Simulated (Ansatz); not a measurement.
# Ca2C (model cell, started as cuprite): a soft mode frozen in, part 2 of 3

Aim: this structure of Ca2C (model cell, started as cuprite) is to be tested for unstable modes, and one is followed downhill.

Ansatz 0.2.0; DFT PBEsol, scalar-relativistic, plane waves, PAW.

So far. Step 4 (The mode frozen in, largest atomic shift 0.45 Å): The run ends at a pressure of -2.17 GPa, with forces up to 0.25 eV/Å. Step 5 (Energy along the mode, all amplitudes (two of the runs …): The lowest of the steps tried is at 0.45 Å, 40.8 meV/atom below the parent; the bottom of the well need not coincide with a step.

The structure was built from a prototype and need not be the compound's stable phase.

## Step 6: Relaxing from the distorted cell

Starting from the lowest point found, all atoms and the cell are let go, so that strain and other modes of the same symmetry can join in.

Contents of input.yaml:

```yaml
crystal:
  lattice:
    - [5.4921644401, 0.0, 0.0]
    - [0.0, 5.4921644401, 0.0]
    - [0.0, 0.0, 5.4921644401]
  atoms:
    - { symbol: C, position: [-0.0819349102, 0.0, 0.0] }
    - { symbol: C, position: [0.4180650898, 0.5, 0.5] }
    - { symbol: Ca, position: [0.2622775613, 0.216841052, 0.216841052] }
    - { symbol: Ca, position: [0.7622775613, 0.716841052, 0.283158948] }
    - { symbol: Ca, position: [0.7622775613, 0.283158948, 0.716841052] }
    - { symbol: Ca, position: [0.2622775613, 0.783158948, 0.783158948] }
kpoints:
  mp_grid: { grid: [6, 6, 6] }
hamiltonian:
  xc: pbesol
scf:
  occupations: { method: methfessel_paxton, width: 0.15 }
output:
  forces: true
  stress: true
  eigenvalues: true
relax:
  adjacent_minimum: "off"
  f_tol: 0.002
  max_steps: 120
  cell: { stress_tol: 0.03 }
```

Command:

```console
$ ansatz run input.yaml --threads 8 --pin off --max-ram 14336MiB --backend cpu --events-out ev --progress --plain --runs-dir out
```

Numbers of over 12 decimals in the logs are rounded to 6 here.

Log:

```text
[...]
Crystal: 6 atoms, lattice volume = 165.665 Å³
Basis set: ecut = 420 eV, 3239 PW (Γ), exchange–correlation on 80×80×80 points (8 copies of the dense FFT grid, shifted against one another)
Bands: 30, of which v1, the nominal top of the filled ones, is band 24 counted from 1 (23 counted from 0)
Symmetry: 8 space group operations
[...]
k-points: 40 of 216 (time reversal used)
[...]
SCF iter   1: F=—  HF=-7664.321254 eV  |F-HF|=—  |Δ(HF+E_count)|=         —  Δρ=4.55e-3  dr2=3.71e-2  ethr=1.77e-3  ⟨swp⟩=7.8  Hψ=5559  notcnv=0
[...]
SCF iter   7: F=-7664.316010 eV  HF=-7664.316010 eV  |F-HF|=8.60e-10  |Δ(HF+E_count)|=   2.08e-8  S|Δr|=    0.00e0  Δρ=1.82e-6  dr2=6.88e-9  ethr=2.08e-10  ⟨swp⟩=8.2  Hψ=4977  notcnv=0
SCF 1 converged in 7 iterations: F = -7664.316010 eV  dr2 = 6.88e-9
[...]
relax step   1: F+E_penalty+E_count = -7664.31601006 eV  Δ(F+E_penalty+E_count) = +0.000e0 eV  max|allowed force component| = 1.923e-1 eV/Å  Δτ_max = 0.0000 Å  P = -2.173 GPa  Ω = 165.665 Å³  (7 SCF iters, dr2 threshold 1.00e-7 eV, accepted)
Crystal: 6 atoms, lattice volume = 155.378 Å³
Basis set: ecut = 420 eV, 3069 PW (Γ), exchange–correlation on 80×80×80 points (8 copies of the dense FFT grid, shifted against one another)
[...]
iter 1 solved again at ethr=2.26e-4 eV; its pass at ethr=3.10e-3 eV (dr2=1.09e-1 eV) is discarded
[...]
SCF iter   7: F=-7664.563675 eV  HF=-7664.563675 eV  |F-HF|=1.35e-8  |Δ(HF+E_count)|=   1.22e-7  S|Δr|=    0.00e0  Δρ=6.34e-6  dr2=9.65e-8  ethr=1.25e-9  ⟨swp⟩=5.7  Hψ=4733  notcnv=0
SCF 2 converged in 7 iterations: F = -7664.563675 eV  dr2 = 9.65e-8
[...]
relax step   2: F+E_penalty+E_count = -7664.56367496 eV  Δ(F+E_penalty+E_count) = -2.477e-1 eV  max|allowed force component| = 3.300e-1 eV/Å  Δτ_max = 0.0455 Å  P = -0.404 GPa  Ω = 155.378 Å³  energy of the carried Pulay correction = +3.896e-3 eV  (7 SCF iters, dr2 threshold 6.00e-7 eV, accepted)
Crystal: 6 atoms, lattice volume = 149.499 Å³
Basis set: ecut = 420 eV, 2901 PW (Γ), exchange–correlation on 80×80×80 points (8 copies of the dense FFT grid, shifted against one another)
[...]
SCF iter   6: F=-7664.873567 eV  HF=-7664.873567 eV  |F-HF|=6.10e-8  |Δ(HF+E_count)|=   1.20e-6  S|Δr|=    0.00e0  Δρ=1.85e-5  dr2=5.79e-7  ethr=1.25e-9  ⟨swp⟩=6.1  Hψ=5553  notcnv=0
SCF 3 converged in 6 iterations: F = -7664.873567 eV  dr2 = 5.79e-7
[...]
relax step   3: F+E_penalty+E_count = -7664.87356677 eV  Δ(F+E_penalty+E_count) = -3.099e-1 eV  max|allowed force component| = 6.761e-1 eV/Å  Δτ_max = 0.0718 Å  P = +0.157 GPa  Ω = 149.499 Å³  energy of the carried Pulay correction = +6.237e-3 eV  (6 SCF iters, dr2 threshold 6.00e-7 eV, accepted)
[... from here on, the SCF cycles and remarks between the steps are left out ...]
relax step   4: F+E_penalty+E_count = -7665.30984429 eV  Δ(F+E_penalty+E_count) = -4.363e-1 eV  max|allowed force component| = 9.348e-1 eV/Å  Δτ_max = 0.0926 Å  P = +0.519 GPa  Ω = 144.011 Å³  energy of the carried Pulay correction = +8.503e-3 eV  (7 SCF iters, dr2 threshold 6.00e-7 eV, accepted)
relax step   5: F+E_penalty+E_count = -7665.82275812 eV  Δ(F+E_penalty+E_count) = -5.129e-1 eV  max|allowed force component| = 1.069e0 eV/Å  Δτ_max = 0.1072 Å  P = +1.221 GPa  Ω = 138.154 Å³  energy of the carried Pulay correction = +1.101e-2 eV  (6 SCF iters, dr2 threshold 6.00e-7 eV, accepted)
relax step   6: F+E_penalty+E_count = -7666.39309921 eV  Δ(F+E_penalty+E_count) = -5.703e-1 eV  max|allowed force component| = 6.029e-1 eV/Å  Δτ_max = 0.1726 Å  P = +1.585 GPa  Ω = 134.456 Å³  energy of the carried Pulay correction = +1.265e-2 eV  (7 SCF iters, dr2 threshold 6.00e-7 eV, accepted)
relax step   7: F+E_penalty+E_count = -7666.50468225 eV  Δ(F+E_penalty+E_count) = -1.116e-1 eV  max|allowed force component| = 2.521e-1 eV/Å  Δτ_max = 0.0797 Å  P = +0.706 GPa  Ω = 137.327 Å³  energy of the carried Pulay correction = +1.137e-2 eV  (7 SCF iters, dr2 threshold 6.00e-7 eV, accepted)
relax step   8: F+E_penalty+E_count = -7666.45147367 eV  Δ(F+E_penalty+E_count) = +5.321e-2 eV  max|allowed force component| = 4.063e-1 eV/Å  Δτ_max = 0.1447 Å  P = +0.066 GPa  Ω = 141.855 Å³  energy of the carried Pulay correction = +9.415e-3 eV  (6 SCF iters, dr2 threshold 6.00e-7 eV, rejected (line search))
relax step   9: F+E_penalty+E_count = -7666.57769612 eV  Δ(F+E_penalty+E_count) = -7.301e-2 eV  max|allowed force component| = 6.734e-2 eV/Å  Δτ_max = 0.0605 Å  P = +0.182 GPa  Ω = 138.654 Å³  energy of the carried Pulay correction = +1.079e-2 eV  (10 SCF iters, accepted)
relax step  10: F+E_penalty+E_count = -7666.57867674 eV  Δ(F+E_penalty+E_count) = -9.806e-4 eV  max|allowed force component| = 3.990e-3 eV/Å  Δτ_max = 0.0125 Å  P = -0.097 GPa  Ω = 139.434 Å³  energy of the carried Pulay correction = +1.046e-2 eV  (5 SCF iters, dr2 threshold 2.83e-7 eV, accepted)
relax step  11: F+E_penalty+E_count = -7666.57887227 eV  Δ(F+E_penalty+E_count) = -1.955e-4 eV  max|allowed force component| = 1.346e-4 eV/Å  Δτ_max = 0.0008 Å  P = -0.000 GPa  Ω = 139.174 Å³  energy of the carried Pulay correction = +1.057e-2 eV  (5 SCF iters, dr2 threshold 2.80e-8 eV, accepted)
relax step  12: F+E_penalty+E_count = -7666.58721150 eV  Δ(F+E_penalty+E_count) = -8.339e-3 eV  max|allowed force component| = 1.438e-4 eV/Å  Δτ_max = 0.0000 Å  P = +0.065 GPa  Ω = 139.174 Å³  stress off target by 1.26e-1 GPa  SCF on the basis re-selected at this cell (its energy is not comparable with the rows above)  (7 SCF iters)
relax step  13: F+E_penalty+E_count = -7666.58738213 eV  Δ(F+E_penalty+E_count) = -1.706e-4 eV  max|allowed force component| = 1.007e-3 eV/Å  Δτ_max = 0.0002 Å  P = +0.008 GPa  Ω = 139.390 Å³  energy of the carried Pulay correction = -8.124e-5 eV  (5 SCF iters, dr2 threshold 3.98e-8 eV, accepted)
[...]
SCF iter   1: F=—  HF=-7666.587418 eV  |F-HF|=—  |Δ(HF+E_count)|=         —  Δρ=6.16e-6  dr2=2.17e-8  ethr=1.66e-7  ⟨swp⟩=3.1  Hψ=8656  notcnv=0
eigensolver tolerance schedule: the retry pair's looser diagonalisation over-reported the residual by 3666.58 of it (diagonalisation noise at 0.24 of the residual, at the tolerance the schedule requests for it); recorded, not acted on — ethr = c·dr2/N_el stays at c = 1.0e-1
[...]
SCF iter   2: F=—  HF=-7666.587470 eV  |F-HF|=—  |Δ(HF+E_count)|=   5.17e-5  S|Δr|=    0.00e0  Δρ=3.01e-6  dr2=7.56e-9  ethr=4.53e-11  ⟨swp⟩=2.7  Hψ=2237  notcnv=0
[...]
SCF iter   5: F=-7666.587470 eV  HF=-7666.587470 eV  |F-HF|=0.00e0  |Δ(HF+E_count)|=  1.36e-11  S|Δr|=    0.00e0  Δρ=7.18e-8  dr2=6.11e-12  ethr=1.00e-12  ⟨swp⟩=5.3  Hψ=5684  notcnv=0
SCF 14 converged in 5 iterations: F = -7666.587470 eV  dr2 = 6.11e-12
relax step  14: F+E_penalty+E_count = -7666.58746960 eV  Δ(F+E_penalty+E_count) = -8.747e-5 eV  max|allowed force component| = 9.903e-4 eV/Å  Δτ_max = 0.0000 Å  P = +0.009 GPa  Ω = 139.390 Å³  stress off target by 1.84e-2 GPa  SCF on the basis re-selected at this cell (its energy is not comparable with the rows above)  (5 SCF iters)
[...]
SCF converged after 5 iterations
[...]
Free energy (F): -7666.587470 eV
[...]
Internal energy: -7666.589974 eV  (E = F + TS)
E sigma→0 (E₀):  -7666.588096 eV
Entropy (-TS):   0.002504 eV (0.417 meV/atom)
Fermi energy:    6.534554 eV
[...]
--- Forces (eV/Å), atoms counted from 1 ---
  atom   1  C      0.00011384    -0.00000000    -0.00000000
  atom   2  C      0.00011384     0.00000000    -0.00000000
  atom   3  Ca    -0.00005691     0.00099033     0.00099033
  atom   4  Ca    -0.00005691     0.00099033    -0.00099033
  atom   5  Ca    -0.00005691    -0.00099033     0.00099033
  atom   6  Ca    -0.00005691    -0.00099033    -0.00099033
  max |Σ_I F_I| component: 2.02e-8 eV/Å
--- Stress (GPa, compression-positive) ---
       -0.010549       0.000000       0.000000
        0.000000       0.018402       0.000000
        0.000000       0.000000       0.018402
  P = ⅓ Tr σ = 0.0088 GPa (0.088 kbar)
--- Band table (eV; the first three rows and the last of 40) ---
  k-point 0: bands = [... 20 lower, 5.2576, 5.7423, 6.1784, 6.1784, 6.8600, 7.0441, 7.9050, 9.5545, ... 2 higher]
  k-point 1: bands = [... 20 lower, 5.1461, 5.8017, 6.0639, 6.4352, 6.7614, 7.1207, 8.0111, 9.5867, ... 2 higher]
  k-point 2: bands = [... 20 lower, 5.1570, 5.7743, 5.9718, 6.5169, 6.9072, 7.2635, 8.3163, 9.3641, ... 2 higher]
  k-point 39: bands = [... 20 lower, 5.2378, 5.2378, 5.9275, 5.9275, 7.9592, 7.9592, 8.1331, 8.1331, ... 2 higher]
--- Relaxed structure (12 steps of the walk, 11 accepted, 2 SCFs on fresh bases) ---
  F+E_penalty+E_count = -7666.58746960 eV   max|allowed force component| = 9.903e-4 eV/Å   (the final SCF, on the basis selected at the relaxed cell)
  cell:  # Å, volume = 139.3898 Å³
    - [3.960190, 0, 0.0]
    - [0, 5.932770, 0]
    - [0.0, 0.0, 5.932770]
  atoms:
    - { symbol: C, position: [-0.185797, 1.0660080912135106e-18, 2.1056949949896578e-19] }
    - { symbol: C, position: [0.314203, 0.500000, 0.500000] }
    - { symbol: Ca, position: [0.314209, 0.192693, 0.192693] }
    - { symbol: Ca, position: [0.814209, 0.692693, 0.307307] }
    - { symbol: Ca, position: [0.814209, 0.307307, 0.692693] }
    - { symbol: Ca, position: [0.314209, 0.807307, 0.807307] }
```

It took 38 s on 8 threads of Arm Neoverse V1, shared host; peak memory 0.64 GiB; 4.7 min of CPU time.

The steps of the relaxation:

| step | energy less that of the first step (eV) | largest force component (eV/Å) | pressure (GPa) | volume (Å³) |
| --- | --- | --- | --- | --- |
| 1 | 0.0000 | 0.1923 | -2.17 | 165.66 |
| 2 | -0.2477 | 0.3300 | -0.40 | 155.38 |
| 3 | -0.5576 | 0.6761 | 0.16 | 149.50 |
| 4 | -0.9938 | 0.9348 | 0.52 | 144.01 |
| 5 | -1.5067 | 1.0686 | 1.22 | 138.15 |
| 6 | -2.0771 | 0.6029 | 1.58 | 134.46 |
| 7 | -2.1887 | 0.2521 | 0.71 | 137.33 |
| 8 | -2.1355 | 0.4063 | 0.07 | 141.86 |
| 9 | -2.2617 | 0.0673 | 0.18 | 138.65 |
| 10 | -2.2627 | 0.0040 | -0.10 | 139.43 |
| 11 | -2.2629 | 0.0001 | 0.00 | 139.17 |
| 12* | -2.2712 | 0.0001 | 0.06 | 139.17 |
| 13 | -2.2714 | 0.0010 | 0.01 | 139.39 |
| 14* | -2.2715 | 0.0010 | 0.01 | 139.39 |

Relaxation steps marked * repeat the geometry before them on a plane-wave basis chosen anew for their cell, so energy and pressure can jump there. Relaxation step 8 was tried and not accepted.

The run keeps the 8 symmetry operations that it works with, so distortions that break them were not tested.

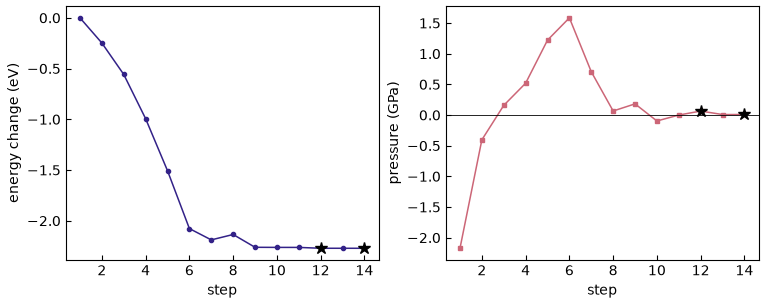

Energy and pressure along the relaxation. Stars mark steps on a basis chosen anew.

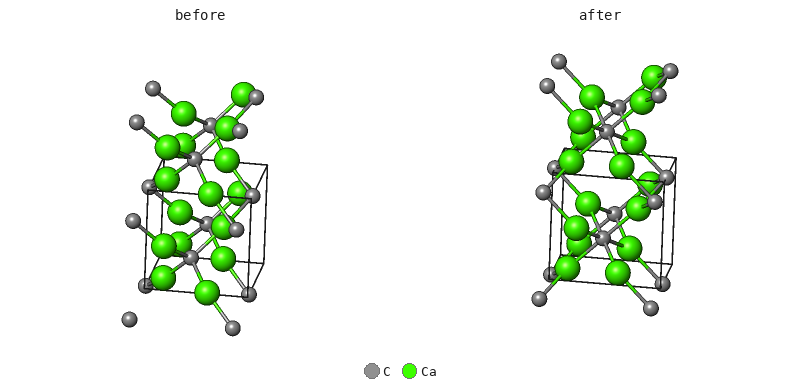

Before and after, at one scale. Bonds to atoms that aren't drawn are left out.

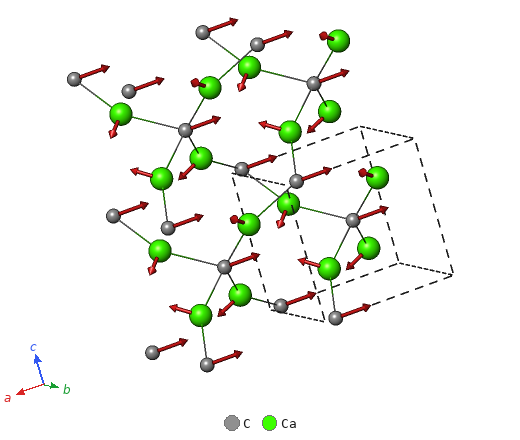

Displacements in the relaxation, exaggerated, measured against the changing cell; the longest in the cell stands for 0.41 Å. Bonds to atoms that aren't drawn are left out. 2×1×2 cells are drawn. Some periodic images of atoms are drawn too.

| cell as run | before | after | change |
| --- | --- | --- | --- |
| a (Å) | 5.492 | 3.960 | -27.9 % |
| b (Å) | 5.492 | 5.933 | +8.0 % |
| c (Å) | 5.492 | 5.933 | +8.0 % |
| volume (Å³/atom) | 27.61 | 23.23 | -15.9 % |

The atoms that moved most (Å, as changes of fractional coordinates times the final cell):

| atom | dx | dy | dz | length |
| --- | --- | --- | --- | --- |
| C1 | -0.411 | 0.000 | 0.000 | 0.411 |
| C2 | -0.411 | 0.000 | 0.000 | 0.411 |
| Ca4 | 0.206 | -0.143 | 0.143 | 0.289 |
| Ca5 | 0.206 | 0.143 | -0.143 | 0.289 |
| Ca3 | 0.206 | -0.143 | -0.143 | 0.289 |
| Ca6 | 0.206 | 0.143 | 0.143 | 0.289 |

Final coordinates:

```cif
data_structure
_symmetry_space_group_name_H-M 'P 1'
_symmetry_Int_Tables_number 1
_cell_length_a 3.9602
_cell_length_b 5.9328
_cell_length_c 5.9328
_cell_angle_alpha 90.000
_cell_angle_beta 90.000
_cell_angle_gamma 90.000
_cell_volume 139.39
loop_
_atom_site_label
_atom_site_type_symbol
_atom_site_fract_x
_atom_site_fract_y
_atom_site_fract_z
_atom_site_occupancy
C1 C 0.81420 0.00000 0.00000 1
C2 C 0.31420 0.50000 0.50000 1
Ca3 Ca 0.31421 0.19269 0.19269 1
Ca4 Ca 0.81421 0.69269 0.30731 1
Ca5 Ca 0.81421 0.30731 0.69269 1
Ca6 Ca 0.31421 0.80731 0.80731 1
```

This step gave:

```yaml
pressure: 0.008752 GPa
volume_per_atom: 23.23 Å³
```

The distorted start has space group P4_2nm; the relaxation ends in P4_2/mnm.

## Step 7: The new phase in its own primitive cell

The relaxed structure is symmetrised, reduced to its primitive cell and relaxed tightly, as its phonons need.

Contents of input.yaml:

```yaml
crystal:
  lattice:
    - [5.9327702282, 0.0, 0.0]
    - [0.0, 5.9327702282, 0.0]
    - [0.0, 0.0, 3.960189731]
  atoms:
    - { symbol: C, position: [0.0, 0.0, 0.5] }
    - { symbol: C, position: [0.5, 0.5, 0.0] }
    - { symbol: Ca, position: [0.1926928984, 0.1926928984, 0.0] }
    - { symbol: Ca, position: [0.6926928984, 0.3073071016, 0.5] }
    - { symbol: Ca, position: [0.3073071016, 0.6926928984, 0.5] }
    - { symbol: Ca, position: [0.8073071016, 0.8073071016, 0.0] }
kpoints:
  mp_grid: { grid: [6, 6, 8] }
hamiltonian:
  xc: pbesol
scf:
  occupations: { method: methfessel_paxton, width: 0.15 }
output:
  forces: true
  stress: true
  eigenvalues: true
relax:
  adjacent_minimum: "off"
  f_tol: 0.001
  max_steps: 60
  cell: { stress_tol: 0.01 }
```

Log:

```text
[...]
Crystal: 6 atoms, lattice volume = 139.390 Å³
Basis set: ecut = 420 eV, 2717 PW (Γ), exchange–correlation on 80×80×54 points (8 copies of the dense FFT grid, shifted against one another)
Bands: 30, of which v1, the nominal top of the filled ones, is band 24 counted from 1 (23 counted from 0)
Symmetry: 16 space group operations
[...]
k-points: 50 of 288
[...]
cell:  # Å, volume = 139.3351 Å³
    - [5.934210, 0, 0]
    - [0, 5.934210, 0]
    - [0, 0, 3.956713]
  atoms:
    - { symbol: C, position: [0, 0, 0.5] }
    - { symbol: C, position: [0.500000, 0.500000, 0] }
    - { symbol: Ca, position: [0.192726, 0.192726, 0] }
    - { symbol: Ca, position: [0.692726, 0.307274, 0.5] }
    - { symbol: Ca, position: [0.307274, 0.692726, 0.5] }
    - { symbol: Ca, position: [0.807274, 0.807274, 0] }
[key lines of the parts left out:]
SCF converged after 5 iterations
Free energy (F): -7666.586960 eV
Fermi energy:    6.557254 eV
P = ⅓ Tr σ = 0.0028 GPa (0.028 kbar)
```

The job ended after 6.1 s (8 threads; peak memory 0.62 GiB; 45 s of CPU time).

Little changed from the start: no atom moved by 0.005 Å and no cell edge by 0.1 %.

This step gave:

```yaml
pressure: 0.002771 GPa
volume_per_atom: 23.22 Å³
```

The largest force component left is 0.55 meV/Å and the pressure is 0.003 GPa, within the tolerances set. The cell now holds 23.22 Å³/atom.

(Part 2 of 3 ends here.)

[Logs are printed without paths, hosts, clocks, repeated set-up lines and the standing remarks that a program may print on its own settings, such as how far it seeks lower states.]

[Hosts, paths, dates, database ids (printed as entryN), source tags and the programs' standing remarks are cut or masked in the printed files.]
